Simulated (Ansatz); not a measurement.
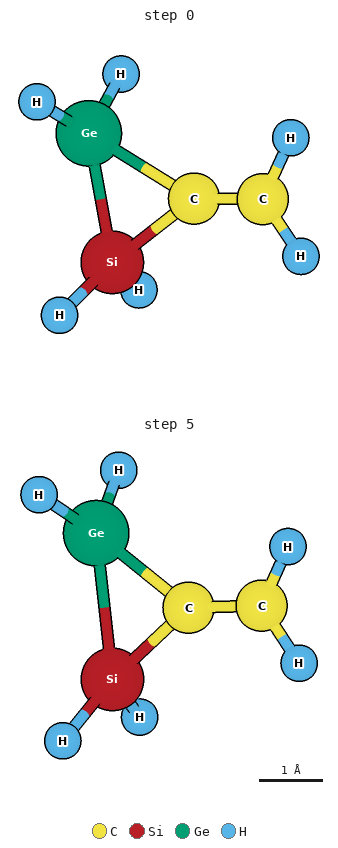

The structure of C$_{2}$H$_{6}$GeSi (coarse preliminary run) before (top) and after (bottom) a relaxation, at one scale.

Style: ball-and-stick. Shown at a tilt.

The start comes from a force field.

These are results of RKS PBE-D4/def2-SVP in Ansatz, not measurements. (force threshold 0.03 eV/Å; at most 200 steps)

Q: What changed between the two?

A: Over 5 geometry steps the energy falls by 24.9 kcal/mol. Largest force component: 4.9 eV/Å at the start, 0.01 eV/Å at the end. The atom that moves furthest after the best rigid fit is an H atom (0.29 Å). Largest moves by element: H 0.29 Å, Ge 0.19 Å, Si 0.13 Å, C 0.10 Å. Among the contacts that change: Ge–Si 2.096 → 2.352 Å, C–Ge 2.090 → 1.988 Å, C–C 1.266 → 1.343 Å, H–Si 1.428 → 1.504 Å. Among the angles between lasting bonds that change: Si–C–Ge 63.3° → 74.8°, H–Si–H 122.9° → 111.9°, H–Ge–H 123.3° → 113.3°.
